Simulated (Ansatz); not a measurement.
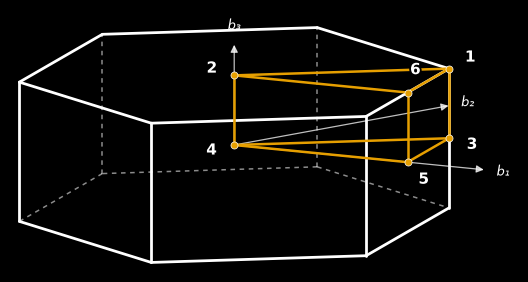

Crystal: HfAlB₄, the geometry relaxed with DFT PBE, scalar-relativistic, plane waves, PAW in Ansatz 0.2.0; the starting structure was generated, so it need not be a known form of this composition. The first Brillouin zone of a primitive hexagonal lattice (hP; extended symbol hP2) is drawn with its special points numbered. Symmetry computed with spglib at a tolerance of 0.002 Å; standard conventional cell.

a = 3.053 Å, b = 3.053 Å, c = 6.918 Å, α = 90.00°, β = 90.00°, γ = 120.00°.

Labels and path follow the convention of Hinuma et al. (2017), as computed by seekpath; the arrows show the directions of the reciprocal primitive vectors b₁, b₂, b₃, in which coordinates are given.

Which special point is each number?

Answer.
```
no.  label      coordinates
  1      H  (1/3, 1/3, 1/2)
  2      A      (0, 0, 1/2)
  3      K    (1/3, 1/3, 0)
  4      Γ        (0, 0, 0)
  5      M      (1/2, 0, 0)
  6      L    (1/2, 0, 1/2)
```
